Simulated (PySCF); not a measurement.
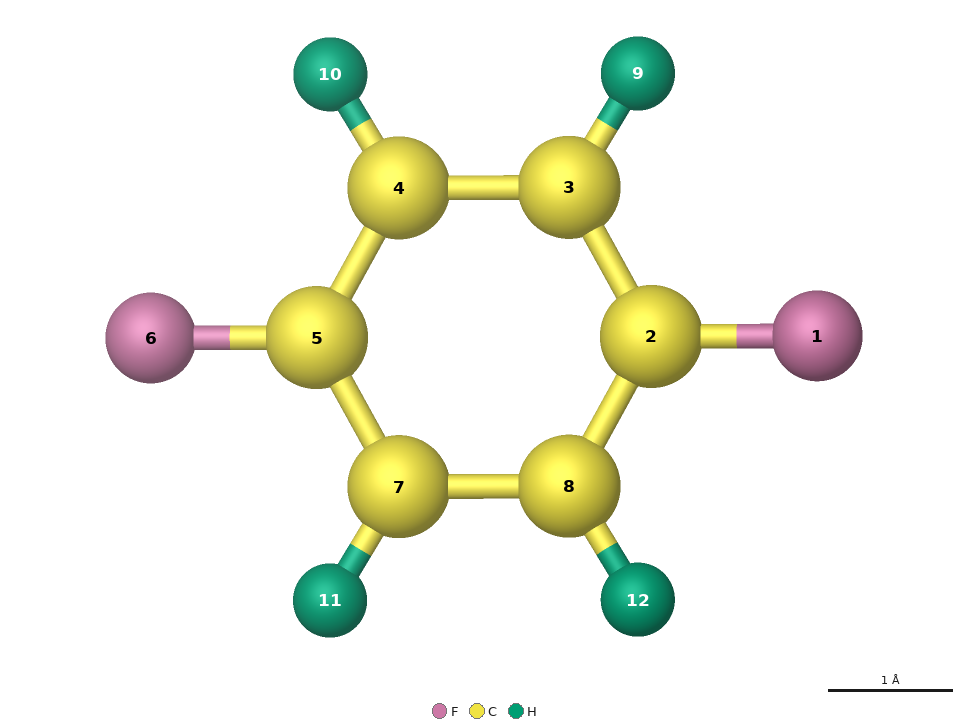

Orthographic view with a scale bar. Computed geometry: GFN2-xTB optimisation. No frequency run is at hand to confirm it as a minimum.

Give an XYZ file in the frame of the picture: x to the right, y up, z towards the viewer, origin at the mean of the atomic positions.

```xyz
12
C6H4F2
F    2.70   0.01   0.21
C    1.36   0.00   0.10
C    0.69   1.21   0.00
C   -0.69   1.21  -0.11
C   -1.36   0.00  -0.10
F   -2.70  -0.01  -0.21
C   -0.69  -1.21   0.00
C    0.69  -1.21   0.11
H    1.25   2.14   0.00
H   -1.25   2.13  -0.19
H   -1.25  -2.14   0.00
H    1.25  -2.13   0.19
```
